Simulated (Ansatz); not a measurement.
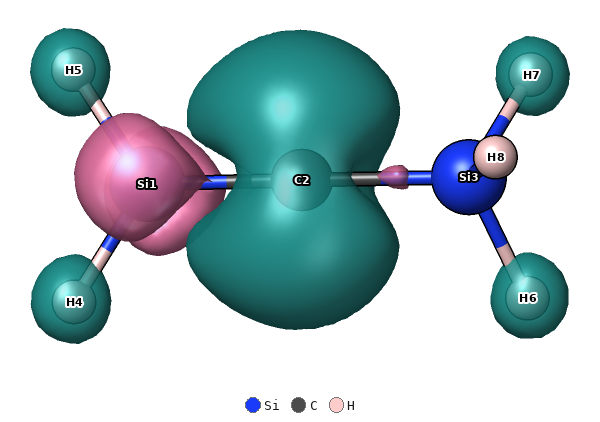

*CH$_{5}$Si$_{2}$ (SMILES [SiH2]=[C][SiH3]) (doublet). Isosurfaces of the spin density (α minus β) at +0.02 (teal) and −0.02 e/Å³ (pink), seen at a tilt.*

These are results of UKS PBE0-D4/6-31G* in Ansatz, not measurements.

```xyz
8

Si   -0.7532    1.3929   -1.1590
C    -0.0994    0.2116   -0.1434
Si    0.5946   -1.0906    0.9181
H    -2.2138    1.5757   -1.3444
H     0.0845    2.3428   -1.9318
H    -0.3499   -2.2433    1.0040
H     1.8835   -1.5889    0.3540
H     0.8537   -0.6001    2.3025
```

### Describe the spin distribution.

The unpaired spin (1 electron) lies mostly on C2 (about 0.8) and Si3 (about 0.1), in electrons by Hirshfeld's partition.
